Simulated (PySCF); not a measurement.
## CF₂O: a changed input and its effect

System: CF₂O (carbonyl fluoride).
Method of run A: GIAO BLYP/aug-pcSseg-1 NMR shielding, non-relativistic, gas phase (PySCF 2.14.0).

The geometry comes from this level: GFN2-xTB. Text and figures count atoms from 1; the logs count them from 0 in places.

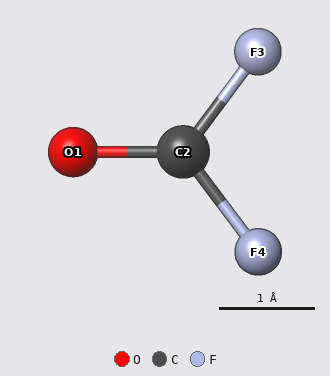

Figure 1. The input geometry (ball-and-stick view, seen at a tilt; atoms are numbered from 1 in the order of the input). Bond lengths as drawn: C–F 1.32 Å and C–O 1.16 Å.

### Input file, run A
```
{"job": {"kind": "nmr", "xc": "BLYP", "basis": "aug-pcSseg-1", "pop": true}, "charge": 0, "multiplicity": 1}
O     -0.317733     1.121067     0.804644
C     -0.023968     0.093449     0.356853
F      1.014287    -0.643455     0.692069
F     -0.662352    -0.566288    -0.586866
```

The first line tells a small driver script what to run in PySCF; the rest is the geometry in Å.

Command:
```bash
OMP_NUM_THREADS=1 python <driver script> task.json out
```

Hardware: 1 CPU thread, shared host.

### Output (run A)
```
coarse grid: 4344 points
cycle   1  E = -312.7335785758  dE =  8.430e-01  |g| = 1.078e+00  |ddm| = 1.839e+00
cycle   2  E = -311.5611903875  dE =  1.172e+00  |g| = 2.691e+00  |ddm| = 1.972e+00
cycle   3  E = -312.8881176525  dE = -1.327e+00  |g| = 5.039e-01  |ddm| = 1.688e+00
cycle   4  E = -312.9264481255  dE = -3.833e-02  |g| = 1.637e-01  |ddm| = 3.300e-01
cycle   5  E = -312.9302838767  dE = -3.836e-03  |g| = 2.661e-02  |ddm| = 7.248e-02
cycle   6  E = -312.9304275602  dE = -1.437e-04  |g| = 7.484e-03  |ddm| = 1.712e-02
cycle   7  E = -312.9304391154  dE = -1.156e-05  |g| = 4.371e-04  |ddm| = 4.738e-03
cycle   8  E = -312.9304391410  dE = -2.558e-08  |g| = 1.254e-04  |ddm| = 2.275e-04
final grid: 45624 points
cycle   9  E = -312.9924262361  dE = -1.962e-05  |g| = 7.735e-03  |ddm| = 2.276e-02
cycle  10  E = -312.9923939772  dE =  3.226e-05  |g| = 1.607e-02  |ddm| = 1.016e-02
cycle  11  E = -312.9924338668  dE = -3.989e-05  |g| = 2.579e-03  |ddm| = 7.842e-03
cycle  12  E = -312.9924350049  dE = -1.138e-06  |g| = 2.448e-04  |ddm| = 1.356e-03
cycle  13  E = -312.9924350147  dE = -9.761e-09  |g| = 7.022e-05  |ddm| = 1.501e-04
cycle  14  E = -312.9924350155  dE = -7.889e-10  |g| = 3.160e-05  |ddm| = 4.815e-05
converged SCF energy = -312.9924350155

GIAO shielding tensors (ppm)
atom      isotropic    diamagn.    paramagn.     s11        s22        s33       span
  0 O       20.060     390.728    -370.669   -153.327    -26.630    240.136    393.462
  1 C       33.156     231.560    -198.404    -73.143     22.345    150.265    223.408
  2 F      178.054     479.140    -301.085     38.581    179.997    315.585    277.004
  3 F      178.124     479.667    -301.542     38.641    180.081    315.652    277.011
```

For run B the input was changed thus:
```diff
-"xc": "BLYP"
-"basis": "aug-pcSseg-1"
+"xc": "WP04"
+"basis": "def2-SVPD"
+"scf": {"aux": "def2-universal-jkfit"}
```

What does this change do to the results?

The total energies belong to different models, so their difference says nothing on which is more stable or more accurate. The HOMO goes from −8.62 to −11.86 eV. The LUMO goes from −1.71 to −3.33 eV. The dipole moment goes from 0.93 to 0.85 D. Of all shieldings, the largest change is that of F3 and F4, by +39.4 ppm. The functional changes from BLYP to WP04. The SCF takes 9 iterations against 14. The basis functions go from 104 to 89.

### Output (run B)
```
final grid: 45624 points
cycle   1  E = -318.0714109113  dE =  8.917e-01  |g| = 1.277e+00  |ddm| = 2.477e+00
cycle   2  E = -317.1569022903  dE =  9.145e-01  |g| = 2.545e+00  |ddm| = 2.648e+00
cycle   3  E = -318.3196019233  dE = -1.163e+00  |g| = 4.491e-01  |ddm| = 2.080e+00
cycle   4  E = -318.3532374912  dE = -3.364e-02  |g| = 1.337e-01  |ddm| = 3.706e-01
cycle   5  E = -318.3561836106  dE = -2.946e-03  |g| = 2.322e-02  |ddm| = 9.841e-02
cycle   6  E = -318.3562943700  dE = -1.108e-04  |g| = 5.175e-03  |ddm| = 2.204e-02
cycle   7  E = -318.3562995198  dE = -5.150e-06  |g| = 6.623e-04  |ddm| = 3.736e-03
cycle   8  E = -318.3562996003  dE = -8.050e-08  |g| = 6.191e-05  |ddm| = 4.769e-04
cycle   9  E = -318.3562996009  dE = -6.482e-10  |g| = 7.770e-06  |ddm| = 4.369e-05
converged SCF energy = -318.3562996009

GIAO shielding tensors (ppm)
atom      isotropic    diamagn.    paramagn.     s11        s22        s33       span
  0 O       43.783     381.639    -337.855   -121.898    -15.805    269.053    390.951
  1 C       53.391     258.801    -205.411    -45.212     41.598    163.786    208.998
  2 F      217.447     476.491    -259.044     82.042    225.141    345.157    263.115
  3 F      217.506     477.739    -260.233     82.095    225.201    345.222    263.126
```

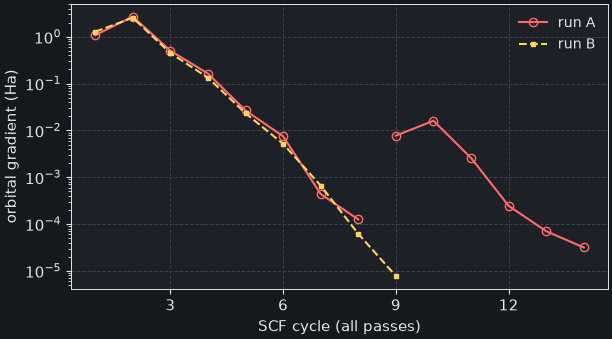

Figure 2. Convergence of the two runs: orbital gradient against the SCF cycle. A break in a curve parts two SCF passes (coarse and final grid). Run A takes 14 cycles in all, and run B takes 9.

### The two runs side by side

| quantity | run A | run B |
| --- | --- | --- |
| outcome | converged | converged |
| total energy (hartree) | −312.992435 | −318.356300 |
| HOMO (eV) | −8.62 | −11.86 |
| LUMO (eV) | −1.71 | −3.33 |
| dipole moment (D) | 0.93 | 0.85 |
| shielding of O1 (ppm) | 20.1 | 43.8 |
| shielding of C2 (ppm) | 33.2 | 53.4 |
| shielding of F3 (ppm) | 178.1 | 217.4 |
| shielding of F4 (ppm) | 178.1 | 217.5 |
| SCF iterations | 14 | 9 |
| basis functions | 104 | 89 |
| wall time (shared host) | 5.4 s | 3.1 s |
